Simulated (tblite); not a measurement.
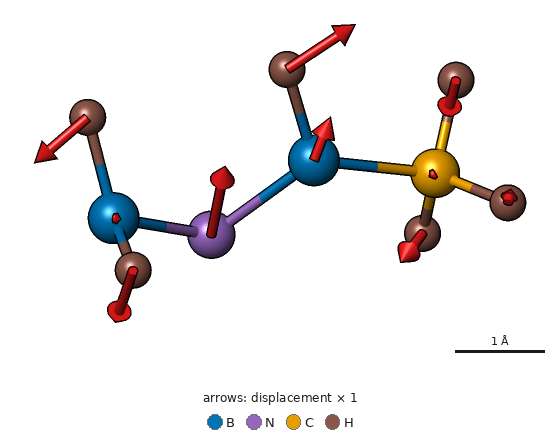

A relaxation of CH6B2N (multiplicity 2). The starting structure is drawn; red arrows show the displacements, at their true length. The two geometries are superimposed by the best rigid fit.

A ball-and-stick model, seen at a tilt.

Level of theory: tblite 0.8.0, GFN2-xTB geometry optimisation, gas phase. 

What did the optimiser do to the structure, and how much energy did it gain?

Answer. The N atom moves most after the best rigid fit: 1.19 Å. Largest moves by element: N 1.19 Å, H 1.09 Å, B 0.55 Å, C 0.09 Å. Near-neighbour distances that change, for instance: B–N 1.547 → 1.337 Å, B–N 1.530 → 1.342 Å, C–H 1.134 → 1.087 Å, B–H 1.195 → 1.179 Å. Among the angles between lasting bonds that change: B–N–B 103.3° → 177.6°, N–B–C 114.6° → 122.5°, N–B–H 113.4° → 120.9°. The energy falls by 2.571 eV in 97 geometry steps.
